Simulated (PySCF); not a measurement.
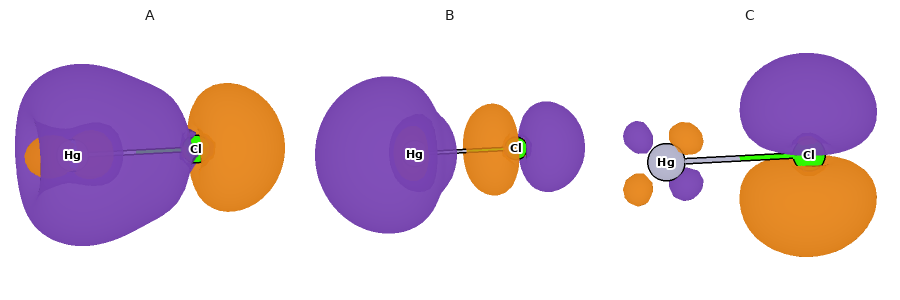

Figure. HgCl (charge +1). Three frontier orbitals, each drawn at the value that holds 80 % of its norm (orange and purple are the two phases), in no order; of a degenerate pair one member is drawn.

Core potentials replace the inner electrons of Hg.

Level of theory: PBE0/cc-pVDZ(-PP), non-relativistic Hamiltonian with scalar-relativistic core potentials where named, at a bond length of 2.256 Å (PySCF 2.14.0).

Name the orbitals and rank them from lowest to highest energy.

Answer. Orbital A: σ, occupied, −17.08 eV; shared between the atoms (Hg 50 %, Cl 50 %).
Orbital C: π, occupied, −15.12 eV; mainly on Cl (90 %).
Orbital B: σ, empty, −11.62 eV; mainly on Hg (70 %).
